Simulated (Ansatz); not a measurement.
## Fields on a plane of Ag (fcc, Cu type)

```xyz
1
Lattice="0.0000 2.0743 2.0743 2.0743 0.0000 2.0743 2.0743 2.0743 0.0000" Properties=species:S:1:pos:R:3 pbc="T T T"
Ag     0.0000     0.0000     0.0000
```

The slice is a {110} plane (indices of the conventional cell) through the point (0.000, 0.000, 0.000) (fractional), spanned by u = [100] and v = [1 -1 -1] in vectors of this cell: u (2.93 Å) and v (4.15 Å, at 90° to u). It covers one period; positions are fractions (u, v).

Atoms on it: Ag at (0.00, 0.00).

These are PBE (plane waves to 420 eV, PAW, scalar-relativistic; Ansatz, a program for electronic structure) values and carry that method's errors. k mesh 19×19×19. Near the nuclei the fields are pseudised (PAW); where an atom keeps semicore shells as valence, they peak there. Ag was relaxed with its symmetry unable to fall.

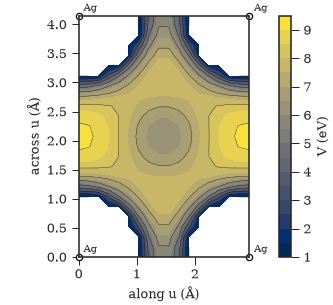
Electrostatic potential energy of an electron, from the cell's mean, in eV, one period of the plane, atoms marked. Points within 1 Å of a nucleus are left white, as the pseudised field means little there. Values under 1 eV are set to 1. The zero, the cell's mean, hangs on the PAW cores.

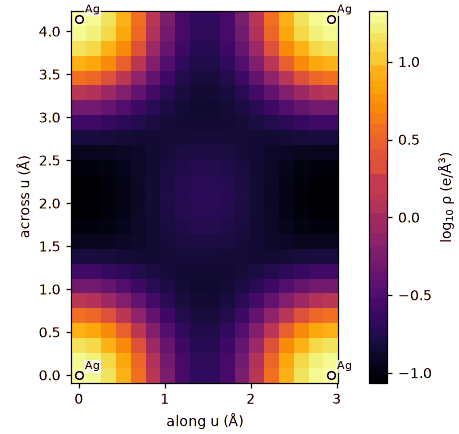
Figure: Log₁₀ of the valence density in e/Å³, one period of the plane, atoms marked. The scale is logarithmic, as a density can span decades between atoms and voids.

| Quantity | Value |
|---|---|
| Density on the Ag–Ag line (2.93 Å) at its midpoint | 0.20 e/Å³ |
| ELF at that point | 0.2 |
